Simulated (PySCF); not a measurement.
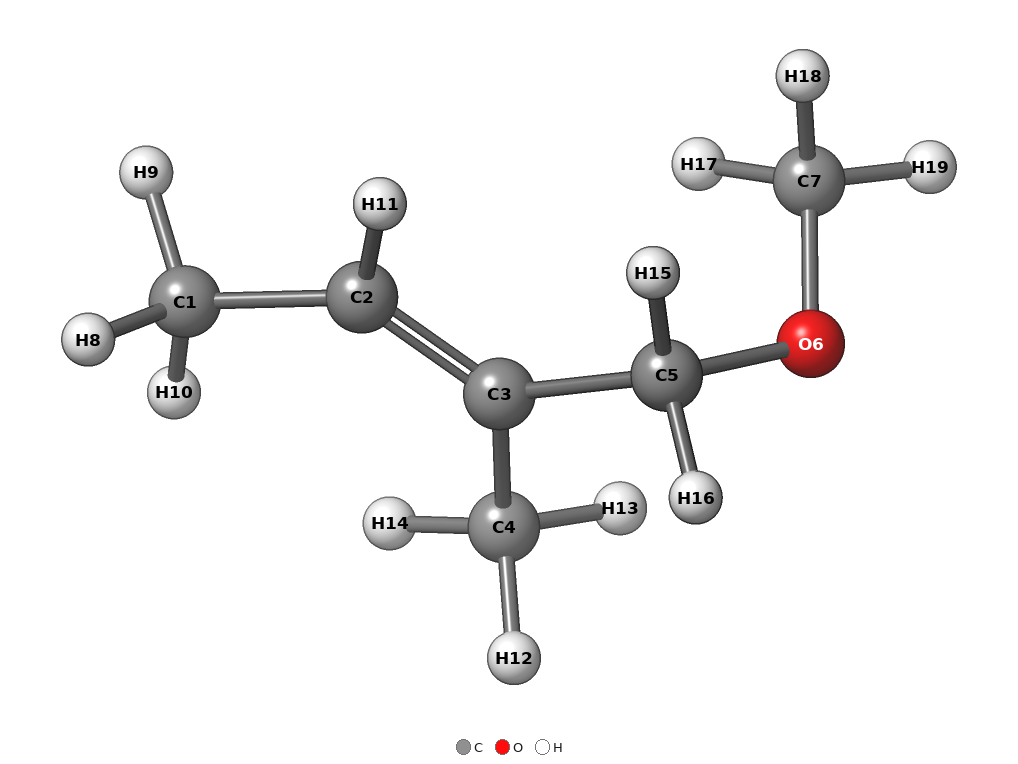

The geometry was computed by an optimisation with PBE0-D3(BJ)/def2-SVP. No frequency run is at hand to confirm it as a minimum. Electric field gradients from the ground-state density, PBE0/pcSseg-1 (PySCF 2.14.0), non-relativistic apart from any core potentials.

Give the largest field-gradient component, the quadrupole coupling constant and the asymmetry for 17O at O6 (Q = −25.6 mb).

```json
{"atom": "O6", "V_zz (a.u.)": "2.007", "e²qQ/h (MHz)": "−12.07", "η": "0.95"}
```
